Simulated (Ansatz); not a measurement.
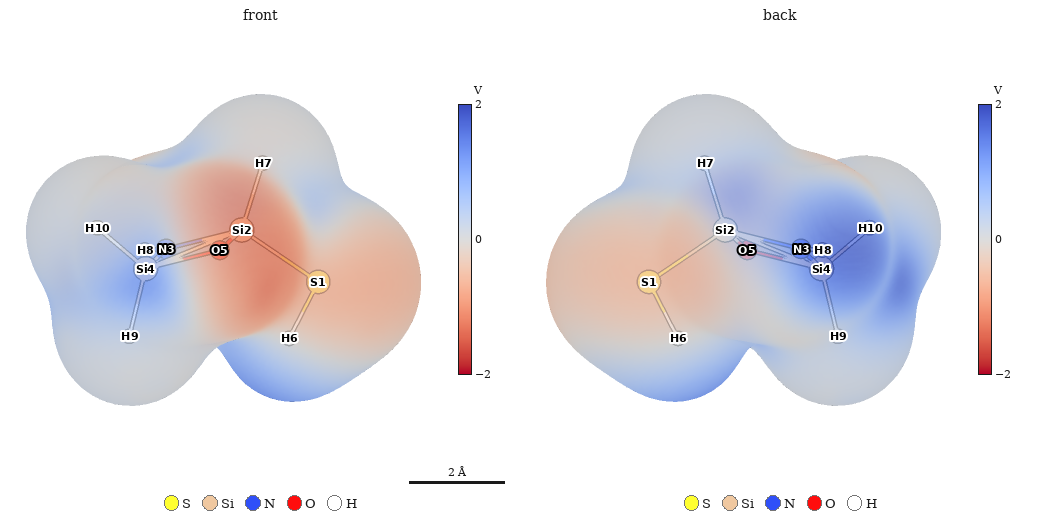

The picture shows: H5NOSSi2. The electrostatic potential painted on the density surface at 0.001 e/bohr³, seen from the front and from behind; red is negative and blue positive.

Geometry: PBE0-D4/def2-TZVP.

Level of theory: RKS PBE0-D4/def2-TZVPP in Ansatz.

```csv
atom,x (Å),y (Å),z (Å)
S,-2.6498,0.5713,-0.0938
Si,-0.8066,-0.0999,0.7011
N,0.2371,-0.9900,-0.3458
Si,1.4563,0.2207,-0.1533
O,0.3991,1.0468,0.8435
H,-2.1028,1.0155,-1.2390
H,-1.1857,-0.7130,1.9926
H,0.1356,-1.8328,-0.8787
H,1.8230,0.9808,-1.3748
H,2.6938,-0.1995,0.5483
```

**Which sites attract a positive test charge, and which a negative one?**

A positive charge is drawn to the negative regions and a negative charge to the positive ones. The most negative region (about −1.2 V) lies over O5, the most positive (about +1.7 V) over H8. O5 is the likeliest acceptor of a hydrogen bond.
